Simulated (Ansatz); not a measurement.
Si2H8: several calculations on one system

## 1. Relaxation

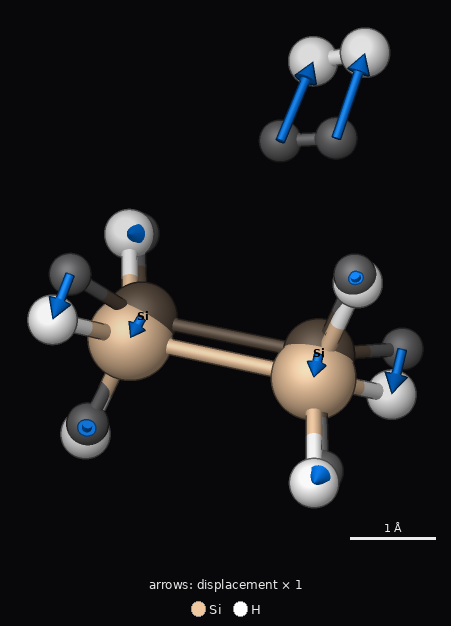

A relaxation of Si$_{2}$H$_{8}$. The starting structure is drawn faded, the final one solid; blue arrows show the displacements, at their true length. The two geometries are superimposed by the best rigid fit.

A ball-and-stick model, seen at a tilt.

The run prepares an end point of a later path (reaction) calculation, from a guessed geometry.

Method: RKS PBE0/6-31G* (Ansatz). Set-up: no spin polarisation; force threshold 0.03 eV/Å; at most 50 steps.

> Which element moves most?

Hydrogen: up to 1.08 Å, against 0.29 Å for silicon.

> What happened in the run?

After 11 accepted moves (12 points after the start) the energy has fallen by 23.9 kJ/mol. Largest force component: 1.4 eV/Å at the start, 0.0025 eV/Å at the end. The line search rejected the trial step at point 4 of the run. The forces were under the threshold at step 5, but the run went on from there. The largest moves after the best rigid fit, 1.08 Å, are those of H atoms. By element the largest moves are H 1.08 Å, Si 0.29 Å. Near-neighbour distances that change, for instance: Si–Si 2.256 → 2.339 Å, H–H 0.710 → 0.744 Å. Bond angles that change, for instance: Si–Si–H 113.0° → 110.7°. Groups turn about Si–Si by about 25°. Cost: 28 s on 1 thread of Arm Neoverse V1, on a shared host, peak memory 0.11 GiB.

## 2. Relaxation

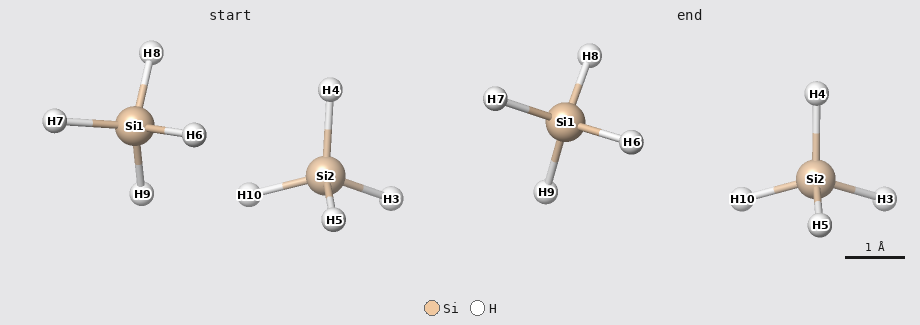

The structure of Si2H8 before (left) and after (right) a relaxation, at one scale.

The picture is a ball-and-stick view, seen from a free direction.

The run prepares an end point of a later path (reaction) calculation, from a guessed geometry.

Method: Ansatz, RKS PBE0/6-31G*. Settings: no spin polarisation; force threshold 0.03 eV/Å; at most 50 steps.

Q: Describe what moved and what it gained.

A: The energy falls by 23.5 kJ/mol in 8 geometry steps. The largest force component goes from 0.58 to 0.0088 eV/Å. The forces were under the threshold at step 4, but the run went on from there. H9 moves most after the best rigid fit: 0.96 Å. Largest moves by element: H 0.96 Å, Si 0.52 Å. Among the contacts that change: Si1–Si2 3.432 → 4.452 Å, Si1–H9 1.470 → 1.488 Å. Bond angles that change, for instance: H7–Si1–H9 111.8° → 109.5°. Cost: 18 s on 1 thread of Arm Neoverse V1 (shared host), peak memory 0.1 GiB.

## 3. Path

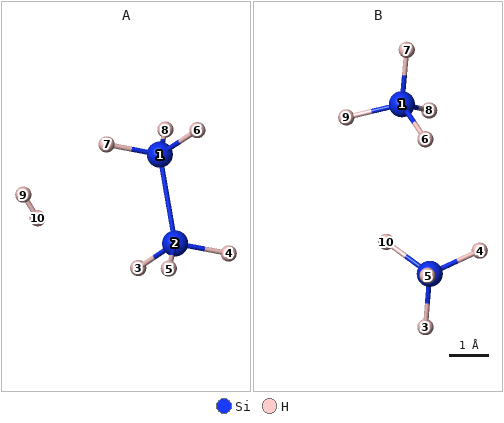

The two relaxed end points of a path for Si$_{2}$H$_{8}$, made up at the start of Si2H6 and H₂. Style: ball-and-stick. Shown at a tilt.

Level of theory: RKS PBE0/6-31G* in Ansatz 0.2.0.

Set-up: 5 movable images; climbing image; force threshold 0.05 eV/Å; iteration limit 60.

Start:
```xyz
10

Si    0.4920   -0.0644    0.1469
Si    0.4296   -0.0439    2.4849
H    -0.9479   -0.3325    2.9769
H     1.3517   -1.0753    3.0407
H     0.8453    1.2888    3.0080
H     1.8765    0.2028   -0.3378
H    -0.4119    0.9808   -0.4121
H     0.0589   -1.3915   -0.3763
H    -3.4805    0.3473    0.5640
H    -3.3465    0.0880    1.2482
```

End:
```xyz
10

Si   -0.4301    0.1613   -0.9829
Si   -0.1967   -0.1615    3.4515
H    -0.6382   -0.5599    4.8153
H     0.8270   -1.1231    2.9607
H     0.3876    1.2060    3.4981
H     0.4820    0.8425   -0.0237
H    -0.0084    0.4781   -2.3747
H    -0.3660   -1.3095   -0.7674
H    -1.8236    0.6362   -0.7654
H    -1.3665   -0.1701    2.5319
```

Predict the minimum-energy path and its barrier.

Forward barrier 3.24 eV, backward barrier 3.39 eV, with image 3 at the top; the reaction energy is −0.15 eV. Breaking: H9–H10 (0.74 → 1.16 at the top → 3.43 Å), Si1–Si2 (2.34 → 2.63 at the top → 4.45 Å). Forming: Si1–H9 (4.02 → 1.70 at the top → 1.49 Å), Si2–H10 (3.98 → 1.87 at the top → 1.49 Å). The band converged in 20 iterations. The largest component of the band force went from 8.7 to 0.048 eV/Å. The climbing image converged on the top of the path. Its vibrational analysis gives one imaginary mode (1719i cm⁻¹), as a transition state must have.

Energies of the converged images:

```
image  path (Å)  E (eV)
    0      0.00   0.000
    1      1.16   0.013
    2      2.31   0.448
    3      3.47   3.243
    4      4.91   0.356
    5      6.35  -0.134
    6      7.79  -0.148
```

The geometry at the top of the path:

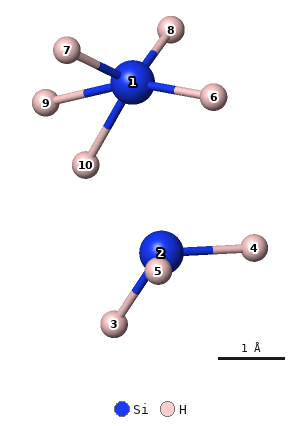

Limits of the set-up: the start holds two separate molecules, 3.0 Å apart at their closest, whose relative position is a soft coordinate and is computed without a dispersion correction.

Cost: 3.5 min on 1 thread of Arm Neoverse V1 (shared host), peak memory 0.11 GiB.
